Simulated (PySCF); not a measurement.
# CuH: frequency calculation

System: CuH.
Method: RKS-based B3LYP, Cu def2-SVP, H def2-SVP; non-relativistic Hamiltonian; density fitting (PySCF 2.14.0).

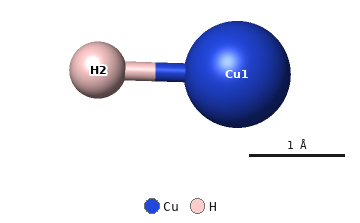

Fig. 1: The structure (ball-and-stick view, seen at a tilt; atoms are numbered from 1 in the order of the input). Sticks mark near contacts. Bond lengths as drawn: Cu–H 1.47 Å.

Key numbers:

| quantity | value |
| --- | --- |
| outcome | converged |
| total energy | −1640.886980 hartree |
| HOMO | −6.06 eV |
| LUMO | −1.77 eV |
| zero-point energy | 0.004207 hartree |
| dipole moment | 2.53 D |
| wavenumbers, lowest and highest | 1847 cm⁻¹ |
| hardware | 1 thread of Intel Xeon @ 2.50GHz (Skylake/Cascade Lake), 64 GiB of memory available, shared host |
| wall time | 5 s |
| peak memory | 0.41 GiB |

Input file:
```python
from pyscf import gto, scf, dft
mol = gto.M(atom='''
Cu    -0.000000    -0.000000    -0.023192
H      0.000000     0.000000     1.448163''',
    basis={'Cu': 'def2-SVP', 'H': 'def2-SVP'},
    charge=0, spin=0)
mf = dft.RKS(mol, xc='B3LYP')
mf.grids.atom_grid = (75, 302)
aux = {'Cu': 'def2-universal-JKFIT', 'H': 'def2-universal-JKFIT'}
mf = mf.density_fit(auxbasis=aux)
mf.conv_tol = 1e-09
mf.diis_space = 10
mf.max_cycle = 60
mf.verbose = 4
mf.kernel()
```

The script is an equivalent of the set-up of the self-consistent field. The run itself was carried out by a driver, which started from the orbitals of the step before it where there was one and computed the further properties.

Command:
```bash
OMP_NUM_THREADS=1 python axn.py task.json out
```

What the program printed:
```
init E= -1640.88697986231
  HOMO = -0.222648618723863  LUMO = -0.0651171168389242  gap/eV = 4.28665
cycle= 1 E= -1640.88697986231  delta_E= 9.09e-13  |g|= 2.6e-06  |ddm|= 2.29e-06
  HOMO = -0.222647929280068  LUMO = -0.0651168925898107  gap/eV = 4.28664
Extra cycle  E= -1640.88697986231  delta_E= 5e-12  |g|= 6.17e-06  |ddm|= 5.23e-06
converged SCF energy = -1640.88697986231
```

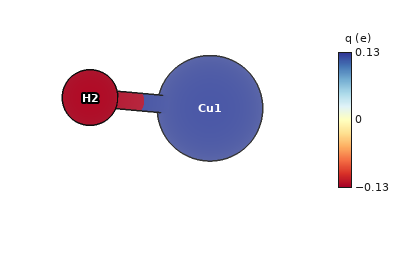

Fig. 2: Mulliken charges, as the colour of each atom (ball-and-stick view, seen at an oblique angle; atoms are numbered from 1 in the order of the input). By element: Cu +0.12 and H −0.12 e.
